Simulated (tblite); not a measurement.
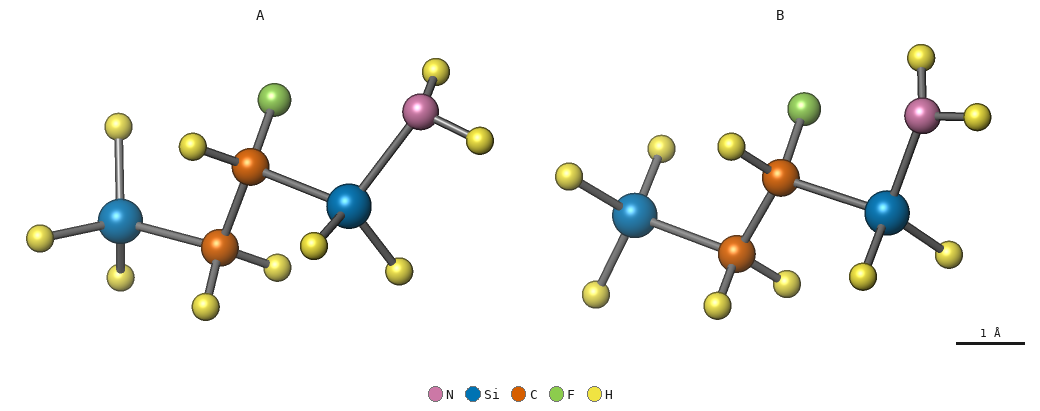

Two geometries of C$_{2}$H$_{10}$FNSi$_{2}$, drawn at one scale. One is the start of a relaxation, the other its converged end. The picture is a ball-and-stick view, seen from a free direction.

Theory: GFN2-xTB geometry optimisation, gas phase in tblite. 

> Which of the two is the end point?

Structure B is the relaxed one. The atom that moves furthest after the best rigid fit is an H atom (0.94 Å). By element the largest moves are H 0.94 Å, N 0.32 Å, Si 0.32 Å, C 0.24 Å, F 0.23 Å. Some distances before and after: N–Si 1.814 → 1.717 Å, C–Si 1.867 → 1.918 Å, H–N 1.045 → 1.007 Å, C–F 1.378 → 1.400 Å. Among the angles between lasting bonds that change: Si–N–H 105.2° → 119.7°, Si–C–C 106.0° → 114.0°, F–C–H 112.2° → 104.4°. Groups turn about C–Si by about 30°, C–Si by about 25°. After 114 geometry steps the energy has fallen by 44.2 kJ/mol.
